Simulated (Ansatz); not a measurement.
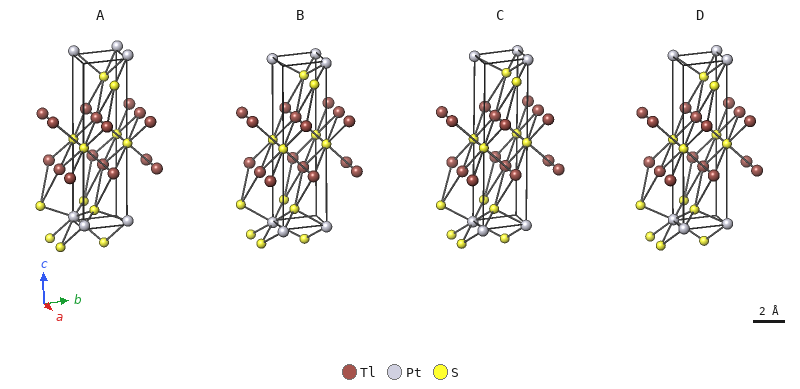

4 geometries from one relaxation of a crystal of Tl2PtS3 (built on the K2NaCl3-164 type type), in shuffled order. A ball-and-stick model of the cell of the calculation, reduced to other axes, seen slightly off an axis. Lengths and directions refer to the drawn axes.

Case: shaken.

Computed with DFT, PBEsol, plane waves, PAW in Ansatz 0.2.0. (plane-wave cutoff 420 eV; k-point mesh 6 × 6 × 2; occupations fermi dirac; smearing width 0.05 eV; no spin polarisation; cell and atoms relaxed; force threshold 0.01 eV/Å; at most 120 steps)

Put them in the order of the run, from the start to the converged end.

A, D, B, C. They are steps 0, 1, 2, 7, at +271 meV per atom, +82.9 meV per atom, +9.2 meV per atom relative to the last. The Pt atom moves most relative to the cell: 0.34 Å along [−1 −1 −2]. By element the largest moves are Pt 0.34 Å, S 0.29 Å, Tl 0.21 Å. Cell: a 3.701 → 3.713 Å (+0.3 %), b 3.715 → 3.712 Å (−0.1 %), c 11.035 → 11.017 Å (−0.2 %), α 91.0° → 90.0°, γ 119.0° → 120.0°. Volume −0.9 %. Some distances before and after: Pt–S 2.898 → 2.429 Å, S–Tl 3.022 → 3.318 Å, Pt–S 2.710 → 2.428 Å, Pt–S 2.216 → 2.428 Å. Among the angles between lasting bonds that change: S–Pt–S 157.8° → 180.0°, S–Pt–S 158.7° → 180.0°, S–Pt–S 162.1° → 180.0°. The space group (tolerance 0.01 Å) goes from P1 (No. 1) to P-3m1 (No. 164). After 6 accepted moves (7 points after the start) the energy has fallen by 271 meV per atom. Largest force component: 4 eV/Å at the start, 0.006 eV/Å at the end. The pressure goes from 1.91 to −0.03 GPa. The SCF was repeated once at an unchanged geometry on a basis and grid sized afresh for the cell, which shifted the energy by less than 0.05 meV per atom at most. Cost: 56 s on 2 threads of Arm Neoverse V2 (shared host), peak memory 0.47 GiB.

Limits of the set-up: layers or molecules are held without a dispersion correction, so their spacing is unreliable.
